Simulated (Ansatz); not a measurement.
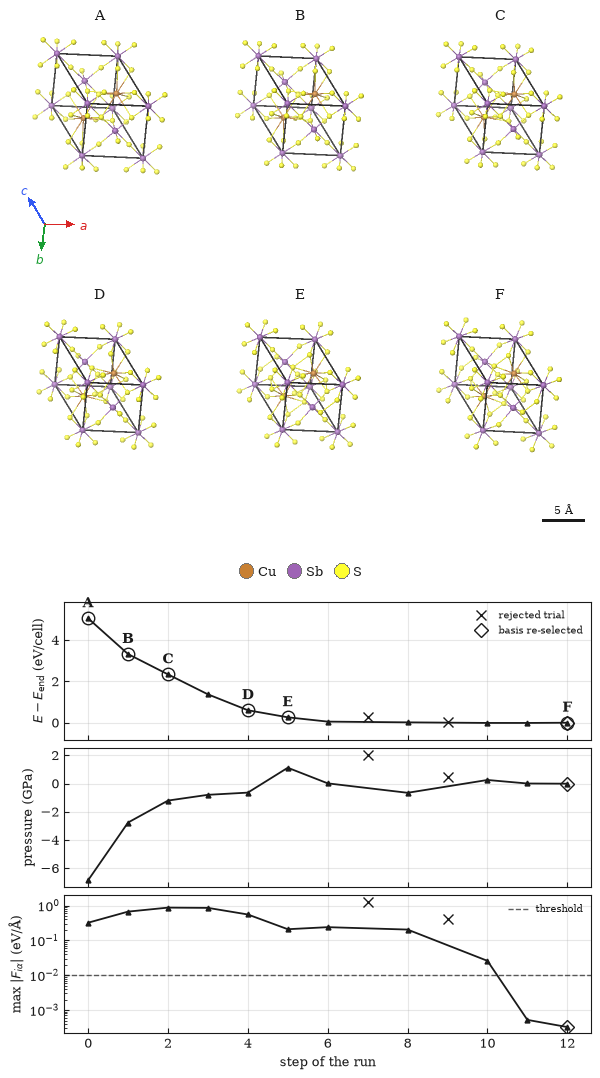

Frames of a relaxation of crystalline CuSbS3 (built on the SrTiO3-140 type type), marked on the history of the run. A ball-and-stick model of the cell of the calculation, seen from a free direction.

The calculation used Ansatz, DFT, PBEsol, plane waves, PAW.

The input:
```yaml
crystal:
  lattice:
    - [-3.68575129, 3.68575129, 5.23614033]
    - [3.68575129, -3.68575129, 5.23614033]
    - [3.68575129, 3.68575129, -5.23614033]
  atoms:
    - { symbol: Cu, position: [0.75, 0.25, 0.5] }
    - { symbol: Cu, position: [0.25, 0.75, 0.5] }
    - { symbol: Sb, position: [0.0, 0.0, 0.0] }
    - { symbol: Sb, position: [0.5, 0.5, 0.0] }
    - { symbol: S, position: [0.77095745, 0.27095745, 0.0419149] }
    - { symbol: S, position: [0.27095745, 0.22904255, 0.5] }
    - { symbol: S, position: [0.72904255, 0.77095745, 0.5] }
    - { symbol: S, position: [0.22904255, 0.72904255, 0.9580851] }
    - { symbol: S, position: [0.75, 0.75, 0.0] }
    - { symbol: S, position: [0.25, 0.25, 0.0] }
kpoints:
  mp_grid: { grid: [4, 4, 4] }
hamiltonian:
  xc: pbesol
scf:
  occupations: { method: fermi_dirac, width: 0.03 }
relax:
  f_tol: 0.01
  cell: {}
  max_steps: 120
output:
  write_density: true
  write_potential: true
  elf: true
  volumetric_format: npy
```

Run as
```bash
ansatz run input.yaml --threads 4 --pin off --max-ram 4608MiB --backend cpu --events-out ev --progress --plain --runs-dir out
```

**Describe the path.**

The largest moves relative to the cell, 1.07 Å, are those of S5, S6, S7 and S8. S6 goes along [1 −1 0]. Cu and Sb stay in place. The volume changes by −22.3 %, with a = b = c 7.388 → 6.807 Å (−7.9 %), α 120.2° → 120.6°, β 120.2° → 120.6°, γ 89.7° → 89.0°. Some distances before and after: S5–S8 4.775 → 2.240 Å, Cu1–S5 3.543 → 2.674 Å, Cu1–S10 3.686 → 3.373 Å, Sb3–S10 2.618 → 2.428 Å. Among the angles between lasting bonds that change: Sb3–S8–Sb4 170.4° → 124.1°. The space group stays I4/mcm (No. 140). Over 9 accepted moves (12 points after the start) the energy falls by 5.052 eV per cell of the calculation. Largest force component: 0.32 eV/Å at the start, 0.00033 eV/Å at the end. Pressure: −6.85 GPa at the start and −0.01 GPa at the end. The line search rejected the trial steps at points 7, 9 of the run. The SCF was repeated once at an unchanged geometry on a basis and grid sized afresh for the cell, which shifted the energy by 10.5 meV per cell of the calculation at most. The run took 63 s on 4 threads of Arm Neoverse V1 (shared host), peak memory 0.89 GiB. From step 0 to 1: S atoms move most (0.16 Å), volume −14.0 %, energy −1.729 eV per cell of the calculation. From step 1 to 2: S atoms move most (0.18 Å), volume −5.7 %, energy −0.983 eV per cell of the calculation. From step 2 to 4: S atoms move most (0.36 Å), volume −5.7 %, energy −1.735 eV per cell of the calculation. From step 4 to 5: S atoms move most (0.18 Å), volume −2.4 %, energy −0.342 eV per cell of the calculation. From step 5 to 12: S atoms move most (0.20 Å), volume +4.0 %, energy −0.263 eV per cell of the calculation.
